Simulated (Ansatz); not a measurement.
## Run report: AlBH3ClOF2, geometry relaxation (part 2 of 2)

Continued. System: AlBH3ClOF2. Method: RKS PBE0-D4/6-31G* (Ansatz 0.2.0). It belongs to a series of runs on one base structure; here: end point A relaxed.

Geometry of the input (Å):
```
B  0.0935  0.1796  -0.0512
F  -0.5885  0.3739  1.0587
F  1.3571  0.4867  -0.1344
Cl -0.7807  -0.3103  -1.5239
O  0.0013  -2.2233  0.9300
Al -0.9849  -2.8880  -0.3372
H  -0.2080  -3.7399  -1.4205
H  -2.5638  -2.7709  -0.1824
H  -0.4539  -1.6784  1.6068
```

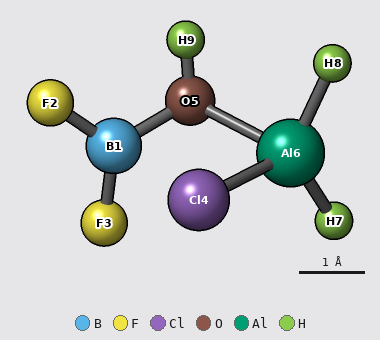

Figure 1. The geometry at step 19 of the log (ball-and-stick view, seen on its broad side; atoms are numbered from 1 in the order of the input).

**Trajectory as extended XYZ, continued**
```
9
Properties=species:S:1:pos:R:3:forces:R:3 step=7 energy=-27315.58933
B     0.0781   -0.2539    0.2484    0.3345   0.0660   0.1095
F    -0.6892    0.5860    0.9581   -0.0370  -0.1840   0.1065
F     1.3340    0.1274   -0.0048   -0.1197  -0.1067  -0.0088
Cl   -0.8313   -0.5495   -1.5415   -0.1279   0.1419  -0.3903
O    -0.0155   -1.6835    0.7283    0.1141   0.2348  -0.2152
Al   -1.0096   -2.5959   -0.6150   -0.1252  -0.1661  -0.0255
H    -0.1728   -3.6440   -1.4515    0.0453   0.0191   0.0576
H    -2.4525   -2.8471    0.0011    0.0423   0.0108  -0.0013
H    -0.3691   -1.7099    1.6228   -0.1265  -0.0156   0.3674
9
Properties=species:S:1:pos:R:3:forces:R:3 step=8 energy=-27315.60904
B     0.0951   -0.2588    0.2768    0.0131   0.0779  -0.0383
F    -0.6698    0.5724    0.9960    0.0494  -0.1815  -0.0615
F     1.3332    0.1188   -0.0237   -0.0636  -0.0800  -0.0173
Cl   -0.8742   -0.5518   -1.5915    0.0079   0.0805   0.0114
O    -0.0286   -1.6814    0.7147    0.2255   0.2890   0.0528
Al   -1.0193   -2.5840   -0.6296   -0.1579  -0.0907  -0.1807
H    -0.1356   -3.6370   -1.4030    0.0297  -0.0274  -0.0016
H    -2.4579   -2.8358   -0.0105    0.0084  -0.0181   0.0102
H    -0.3709   -1.7129    1.6165   -0.1124  -0.0498   0.2249
9
Properties=species:S:1:pos:R:3:forces:R:3 step=9 energy=-27315.60744 accepted=F
B     0.0938   -0.2588    0.2694    0.0250   0.0036   0.1496
F    -0.6637    0.5643    1.0031    0.0070  -0.0375  -0.0455
F     1.3328    0.1138   -0.0330   -0.0365  -0.0453  -0.0432
Cl   -0.8829   -0.5200   -1.5887   -0.0158  -0.0363  -0.0339
O    -0.0331   -1.6785    0.7062    0.1663   0.1385  -0.1031
Al   -1.0317   -2.5702   -0.6580   -0.0561  -0.0472   0.1271
H    -0.1202   -3.6482   -1.3518    0.0364  -0.0219  -0.1448
H    -2.4550   -2.8413   -0.0121   -0.0299   0.0196  -0.0567
H    -0.3679   -1.7315    1.6106   -0.0964   0.0265   0.1506
9
Properties=species:S:1:pos:R:3:forces:R:3 step=10 energy=-27315.61606
B     0.0986   -0.2642    0.2785    0.0163   0.1016   0.0188
F    -0.6611    0.5684    0.9971    0.0048  -0.0226  -0.0114
F     1.3332    0.1064   -0.0398   -0.0108  -0.0420  -0.0197
Cl   -0.8849   -0.5406   -1.5911   -0.0111  -0.0206   0.0225
O    -0.0286   -1.6728    0.7279    0.0596  -0.0199   0.0001
Al   -1.0257   -2.5810   -0.6416   -0.0173   0.0066  -0.0220
H    -0.1230   -3.6335   -1.3971    0.0089   0.0012  -0.0067
H    -2.4601   -2.8464   -0.0192    0.0070  -0.0054   0.0019
H    -0.3765   -1.7070    1.6314   -0.0573   0.0011   0.0165
9
Properties=species:S:1:pos:R:3:forces:R:3 step=11 energy=-27315.61946
B     0.1040   -0.2680    0.2796    0.0669  -0.0544   0.0023
F    -0.6186    0.5852    1.0080   -0.0282   0.0393   0.0033
F     1.3392    0.0636   -0.0754    0.0014  -0.0162   0.0141
Cl   -0.9140   -0.5356   -1.5756   -0.0467   0.0155   0.0025
O    -0.0486   -1.6713    0.7466    0.0504   0.0762  -0.0078
Al   -1.0226   -2.5812   -0.6434    0.0043  -0.0143   0.0244
H    -0.0902   -3.6006   -1.4078    0.0035  -0.0081  -0.0025
H    -2.4516   -2.8838   -0.0263    0.0000  -0.0037  -0.0015
H    -0.4255   -1.6789    1.6400   -0.0517  -0.0343  -0.0347
9
Properties=species:S:1:pos:R:3:forces:R:3 step=12 energy=-27315.62295
B     0.1235   -0.2769    0.2863    0.1359  -0.0785   0.0247
F    -0.5336    0.6216    1.0238    0.0755  -0.0006  -0.0772
F     1.3599   -0.0212   -0.1355   -0.2399  -0.0376   0.1037
Cl   -0.9947   -0.5181   -1.5413   -0.0129   0.0220  -0.0040
O    -0.0865   -1.6628    0.7782   -0.0223   0.1717   0.1657
Al   -1.0124   -2.5815   -0.6494   -0.0023  -0.0271   0.0616
H    -0.0247   -3.5467   -1.4206   -0.0219   0.0260   0.0191
H    -2.4304   -2.9577   -0.0423    0.0234   0.0012  -0.0112
H    -0.5292   -1.6273    1.6466    0.0644  -0.0771  -0.2824
9
Properties=species:S:1:pos:R:3:forces:R:3 step=13 energy=-27315.62586
B     0.1260   -0.2784    0.2878    0.0284  -0.0305   0.0433
F    -0.5305    0.6237    1.0203    0.0513   0.0034  -0.0430
F     1.3587   -0.0246   -0.1335   -0.0876  -0.0140   0.0396
Cl   -0.9984   -0.5153   -1.5411   -0.0175  -0.0073  -0.0099
O    -0.0849   -1.6612    0.7766   -0.0315   0.0883   0.1708
Al   -1.0125   -2.5799   -0.6479    0.0038  -0.0124   0.0162
H    -0.0225   -3.5431   -1.4175   -0.0205   0.0188   0.0121
H    -2.4280   -2.9595   -0.0386    0.0181   0.0031  -0.0043
H    -0.5360   -1.6322    1.6397    0.0556  -0.0495  -0.2248
9
Properties=species:S:1:pos:R:3:forces:R:3 step=14 energy=-27315.62997
B     0.1374   -0.2848    0.2965   -0.0304   0.0520   0.1078
F    -0.4817    0.6467    1.0233    0.0323  -0.0448  -0.0572
F     1.3624   -0.0709   -0.1573    0.0095   0.0000  -0.0202
Cl   -1.0409   -0.5059   -1.5309   -0.0113  -0.0523   0.0176
O    -0.0996   -1.6539    0.7911   -0.0859   0.0124   0.1704
Al   -1.0052   -2.5761   -0.6486    0.0030   0.0198  -0.0458
H     0.0090   -3.5102   -1.4204   -0.0162   0.0092   0.0064
H    -2.4068   -2.9938   -0.0324    0.0133   0.0072   0.0012
H    -0.6027   -1.6216    1.6245    0.0855  -0.0036  -0.1802
9
Properties=species:S:1:pos:R:3:forces:R:3 step=15 energy=-27315.63221
B     0.1514   -0.2903    0.3121   -0.0251   0.0815   0.0829
F    -0.4369    0.6695    1.0227    0.0314  -0.0606  -0.0222
F     1.3659   -0.1140   -0.1808   -0.0069  -0.0163  -0.0047
Cl   -1.0860   -0.4989   -1.5149   -0.0085  -0.0887  -0.0248
O    -0.1155   -1.6461    0.8076   -0.0945  -0.0241   0.1764
Al   -0.9935   -2.5743   -0.6566   -0.0231   0.0797  -0.0383
H     0.0375   -3.4880   -1.4285   -0.0043   0.0109   0.0015
H    -2.3791   -3.0173   -0.0225    0.0066  -0.0105  -0.0047
H    -0.6719   -1.6111    1.6067    0.1244   0.0281  -0.1662
9
Properties=species:S:1:pos:R:3:forces:R:3 step=16 energy=-27315.63316
B     0.1684   -0.2962    0.3330    0.1512   0.1035   0.1026
F    -0.3848    0.6934    1.0265    0.0156  -0.1217  -0.0804
F     1.3719   -0.1633   -0.2006   -0.1552  -0.0242   0.0362
Cl   -1.1287   -0.5018   -1.5255   -0.0139  -0.0992   0.0582
O    -0.1319   -1.6369    0.8290   -0.2403   0.0170   0.1998
Al   -0.9921   -2.5641   -0.6591   -0.0049   0.0567  -0.1088
H     0.0619   -3.4425   -1.4400    0.0037  -0.0088   0.0168
H    -2.3528   -3.0645   -0.0100    0.0134   0.0273  -0.0020
H    -0.7400   -1.5946    1.5926    0.2305   0.0494  -0.2224
9
Properties=species:S:1:pos:R:3:forces:R:3 step=17 energy=-27315.63587
B     0.1713   -0.2969    0.3391    0.1568   0.0587   0.0889
F    -0.3829    0.6916    1.0307    0.0140  -0.0974  -0.0661
F     1.3701   -0.1636   -0.2034   -0.1561  -0.0167   0.0365
Cl   -1.1409   -0.5036   -1.5256   -0.0046  -0.0759   0.0151
O    -0.1324   -1.6377    0.8266   -0.1913   0.0527   0.1973
Al   -0.9904   -2.5621   -0.6676   -0.0334   0.0368  -0.0588
H     0.0686   -3.4495   -1.4320   -0.0023   0.0042   0.0033
H    -2.3515   -3.0546   -0.0117    0.0195   0.0102  -0.0137
H    -0.7399   -1.5941    1.5897    0.1975   0.0274  -0.2026
9
Properties=species:S:1:pos:R:3:forces:R:3 step=18 energy=-27315.64870
B     0.2096   -0.3069    0.4001    0.3635  -0.0351  -0.0836
F    -0.3322    0.7080    1.0454    0.0238  -0.0581   0.0013
F     1.3659   -0.2067   -0.2299   -0.2957   0.0040   0.1684
Cl   -1.2318   -0.5251   -1.5475   -0.0360   0.0124  -0.1479
O    -0.1465   -1.6293    0.8410   -0.1521   0.1818   0.2525
Al   -0.9846   -2.5433   -0.7049   -0.1194  -0.0838   0.0338
H     0.1125   -3.4332   -1.4165   -0.0247   0.0404  -0.0065
H    -2.3235   -3.0574   -0.0089    0.0674  -0.0203  -0.0387
H    -0.7974   -1.5765    1.5670    0.1732  -0.0413  -0.1793
9
Properties=species:S:1:pos:R:3:forces:R:3 step=19 energy=-27315.66418
B     0.2575   -0.3156    0.4659    0.3269  -0.2380  -0.0651
F    -0.2576    0.7273    1.0737    0.0205  -0.0178   0.0354
F     1.3570   -0.2624   -0.2506   -0.1765   0.0897   0.1427
Cl   -1.3514   -0.5461   -1.5881   -0.0207   0.0195  -0.2326
O    -0.1673   -1.6167    0.8552   -0.3674   0.3828   0.4150
Al   -0.9812   -2.5226   -0.7540   -0.1707  -0.2134   0.2031
H     0.1671   -3.4150   -1.3953   -0.0967   0.1347  -0.0252
H    -2.2859   -3.0704   -0.0038    0.1203  -0.0334  -0.1008
H    -0.8662   -1.5490    1.5427    0.3643  -0.1242  -0.3726
9
Properties=species:S:1:pos:R:3:forces:R:3 step=20 energy=-27315.69229
B     0.3137   -0.3199    0.5382    0.0157   0.1419   0.2882
F    -0.1741    0.7489    1.1237    0.0341  -0.0288  -0.0454
F     1.3693   -0.3075   -0.2170    0.3093   0.1871  -0.2927
Cl   -1.4823   -0.6134   -1.7228    0.1255  -0.1275   0.0516
O    -0.1821   -1.5781    0.8812   -0.7596  -0.0836   0.3147
Al   -0.9958   -2.5112   -0.7814   -0.1673  -0.1270   0.0724
H     0.1845   -3.3707   -1.4190   -0.0961   0.1558   0.0532
H    -2.2583   -3.1180   -0.0029    0.1450   0.0169  -0.0503
H    -0.9028   -1.5006    1.5458    0.3934  -0.1348  -0.3917
9
Properties=species:S:1:pos:R:3:forces:R:3 step=21 energy=-27315.67789 accepted=F
B     0.2749   -0.3077    0.4828    0.1348   0.3596   0.5782
F    -0.2241    0.7364    1.1117   -0.0462  -0.0412  -0.1908
F     1.3805   -0.2548   -0.1978    0.2076   0.0844  -0.3595
Cl   -1.3498   -0.6156   -1.7071   -0.0254  -0.0162   0.1100
O    -0.1773   -1.5786    0.8656   -0.3871  -0.3886  -0.0053
Al   -1.0159   -2.5364   -0.7248    0.0297   0.0384  -0.2479
H     0.1231   -3.3555   -1.4562    0.0176  -0.0466   0.1182
H    -2.2921   -3.1390    0.0029    0.0150   0.0189   0.0750
H    -0.8473   -1.5192    1.5687    0.0539  -0.0087  -0.0778
9
Properties=species:S:1:pos:R:3:forces:R:3 step=22 energy=-27315.71724
B     0.3382   -0.3124    0.5644   -0.0424  -0.0799  -0.1254
F    -0.1314    0.7473    1.1747    0.0677   0.0006   0.0599
F     1.3684   -0.2891   -0.2309    0.1288   0.1242  -0.0243
Cl   -1.4930   -0.6530   -1.7640    0.0247  -0.0087  -0.0175
O    -0.2128   -1.5684    0.8459   -0.2028   0.1254   0.2707
Al   -1.0150   -2.5152   -0.7747   -0.0547  -0.1227  -0.0891
H     0.1902   -3.3428   -1.3955   -0.0657   0.0543   0.0317
H    -2.2629   -3.1348    0.0019    0.0630  -0.0126   0.0065
H    -0.9097   -1.5021    1.5239    0.0815  -0.0807  -0.1125
9
Properties=species:S:1:pos:R:3:forces:R:3 step=23 energy=-27315.72485
B     0.3514   -0.3032    0.5791    0.0357  -0.2234  -0.1440
F    -0.0886    0.7537    1.2157    0.0528  -0.0006   0.0287
F     1.3811   -0.2843   -0.2220   -0.0494   0.1011   0.0694
Cl   -1.5149   -0.6815   -1.8062   -0.0048   0.0031   0.0075
O    -0.2340   -1.5518    0.8349   -0.0382   0.2179   0.0973
Al   -1.0322   -2.5212   -0.7846    0.0375  -0.0787  -0.0691
H     0.1872   -3.3283   -1.3982   -0.0417   0.0158   0.0233
H    -2.2511   -3.1648    0.0139    0.0160   0.0086   0.0051
H    -0.9268   -1.4892    1.5131   -0.0080  -0.0438  -0.0181
9
Properties=species:S:1:pos:R:3:forces:R:3 step=24 energy=-27315.73032
B     0.3719   -0.2986    0.6044   -0.0259  -0.1327  -0.0993
F    -0.0196    0.7564    1.2783    0.0639  -0.0513  -0.0003
F     1.3841   -0.2850   -0.2179   -0.0474   0.0695   0.0569
Cl   -1.5697   -0.7262   -1.8602    0.0113  -0.0108   0.0264
O    -0.2655   -1.5243    0.8214    0.0474   0.1638   0.0136
Al   -1.0389   -2.5284   -0.8017    0.0270  -0.0106  -0.0413
H     0.2003   -3.3157   -1.3957   -0.0132   0.0003   0.0162
H    -2.2348   -3.1855    0.0175   -0.0058  -0.0058   0.0088
H    -0.9559   -1.4632    1.4997   -0.0573  -0.0224   0.0189
9
Properties=species:S:1:pos:R:3:forces:R:3 step=25 energy=-27315.73278
B     0.3801   -0.2883    0.6169    0.0737   0.1812   0.2104
F     0.0781    0.7477    1.3772    0.0598  -0.3190  -0.2472
F     1.3712   -0.2709   -0.2311   -0.1177   0.0425   0.0257
Cl   -1.6108   -0.7729   -1.9082    0.0017  -0.0178  -0.0039
O    -0.3103   -1.4852    0.7908    0.0737   0.0936  -0.0336
Al   -1.0446   -2.5429   -0.8192    0.0113   0.0531  -0.0018
H     0.2182   -3.3139   -1.3766    0.0183  -0.0128  -0.0099
H    -2.2193   -3.2126    0.0177   -0.0325  -0.0178   0.0065
H    -0.9906   -1.4315    1.4781   -0.0881  -0.0030   0.0538
9
Properties=species:S:1:pos:R:3:forces:R:3 step=26 energy=-27315.73558
B     0.3899   -0.2823    0.6377   -0.0436  -0.0242   0.1070
F     0.1330    0.7163    1.4516    0.0070  -0.0518  -0.0571
F     1.3200   -0.2277   -0.2699    0.0545   0.0177  -0.0499
Cl   -1.6166   -0.8178   -1.9817    0.0170  -0.0093   0.0580
O    -0.3102   -1.4757    0.7909   -0.0272   0.1053  -0.0827
Al   -1.0438   -2.5363   -0.8212   -0.0070  -0.0088  -0.0460
H     0.2202   -3.3245   -1.3544    0.0234  -0.0039   0.0082
H    -2.2293   -3.1950    0.0130   -0.0074   0.0032   0.0213
H    -0.9911   -1.4276    1.4797   -0.0168  -0.0281   0.0411
9
Properties=species:S:1:pos:R:3:forces:R:3 step=27 energy=-27315.73656
B     0.3914   -0.2839    0.6359   -0.1053  -0.0843  -0.0472
F     0.1351    0.7157    1.4459    0.0211   0.0049   0.0186
F     1.3193   -0.2309   -0.2759    0.0428  -0.0006   0.0155
Cl   -1.6091   -0.8020   -1.9521   -0.0120  -0.0184  -0.0174
O    -0.3222   -1.4710    0.7812    0.0496   0.0872   0.0019
Al   -1.0439   -2.5455   -0.8270    0.0115   0.0451   0.0363
H     0.2287   -3.3279   -1.3506    0.0002  -0.0029  -0.0110
H    -2.2252   -3.2017    0.0169   -0.0069  -0.0111  -0.0120
H    -1.0021   -1.4232    1.4714   -0.0009  -0.0198   0.0153
9
Properties=species:S:1:pos:R:3:forces:R:3 step=28 energy=-27315.73658
B     0.3920   -0.2833    0.6391   -0.0758  -0.0960  -0.0931
F     0.1624    0.7070    1.4643    0.0055   0.1145   0.1083
F     1.3080   -0.2300   -0.2844    0.0479  -0.0111  -0.0059
Cl   -1.6168   -0.8208   -1.9727   -0.0348   0.0589  -0.0684
O    -0.3399   -1.4567    0.7759    0.0856  -0.0122  -0.0268
Al   -1.0455   -2.5420   -0.8315    0.0035  -0.0245   0.0891
H     0.2369   -3.3174   -1.3387    0.0148  -0.0116  -0.0133
H    -2.2267   -3.2045    0.0077   -0.0050  -0.0158  -0.0078
H    -0.9983   -1.4228    1.4861   -0.0417  -0.0021   0.0180
9
Properties=species:S:1:pos:R:3:forces:R:3 step=29 energy=-27315.73782
B     0.3935   -0.2822    0.6397    0.0268   0.0333  -0.0033
F     0.1623    0.7121    1.4649    0.0081  -0.0078  -0.0098
F     1.3224   -0.2351   -0.2726   -0.0083   0.0032   0.0107
Cl   -1.6301   -0.8229   -1.9761   -0.0085   0.0098  -0.0117
O    -0.3361   -1.4553    0.7762   -0.0110  -0.0341  -0.0156
Al   -1.0469   -2.5422   -0.8286    0.0039  -0.0028   0.0181
H     0.2348   -3.3148   -1.3446    0.0075   0.0000  -0.0024
H    -2.2247   -3.2141    0.0082    0.0004   0.0018   0.0030
H    -1.0033   -1.4160    1.4788   -0.0189  -0.0035   0.0110
9
Properties=species:S:1:pos:R:3:forces:R:3 step=30 energy=-27315.73800
B     0.3968   -0.2816    0.6437    0.0013   0.0257   0.0167
F     0.1786    0.7076    1.4793    0.0097  -0.0316  -0.0255
F     1.3197   -0.2328   -0.2745   -0.0112  -0.0013   0.0123
Cl   -1.6400   -0.8340   -1.9907   -0.0031   0.0050  -0.0020
O    -0.3432   -1.4499    0.7728    0.0061   0.0041  -0.0179
Al   -1.0481   -2.5419   -0.8309    0.0031  -0.0023   0.0157
H     0.2394   -3.3101   -1.3407    0.0029   0.0013  -0.0009
H    -2.2228   -3.2152    0.0092    0.0006   0.0001   0.0004
H    -1.0084   -1.4126    1.4776   -0.0094  -0.0010   0.0014
9
Properties=species:S:1:pos:R:3:forces:R:3 step=31 energy=-27315.73813
B     0.4001   -0.2802    0.6472   -0.0037  -0.0063   0.0276
F     0.1987    0.7014    1.4955    0.0000  -0.0226  -0.0218
F     1.3181   -0.2311   -0.2756   -0.0097  -0.0010   0.0018
Cl   -1.6513   -0.8453   -2.0030   -0.0007  -0.0012   0.0026
O    -0.3524   -1.4418    0.7672    0.0064   0.0226  -0.0113
Al   -1.0495   -2.5428   -0.8328    0.0067   0.0030   0.0104
H     0.2450   -3.3043   -1.3363   -0.0039   0.0027   0.0006
H    -2.2205   -3.2200    0.0098    0.0021   0.0005  -0.0019
H    -1.0161   -1.4063    1.4738    0.0029   0.0024  -0.0080
```

**Results in brief**

```json
{"quantity": "outcome", "value": "converged"}
{"quantity": "total energy", "value": "−27315.7382 eV"}
{"quantity": "mean-field energy", "value": "−27315.5625 eV"}
{"quantity": "largest force (length of the vector) at the end", "value": "0.031 eV/Å"}
{"quantity": "hardware", "value": "2 threads of Arm Neoverse V2, 24 GiB of memory available, shared host"}
{"quantity": "wall time", "value": "93 s (CPU time 3 min)"}
{"quantity": "peak memory", "value": "0.23 GiB"}
```
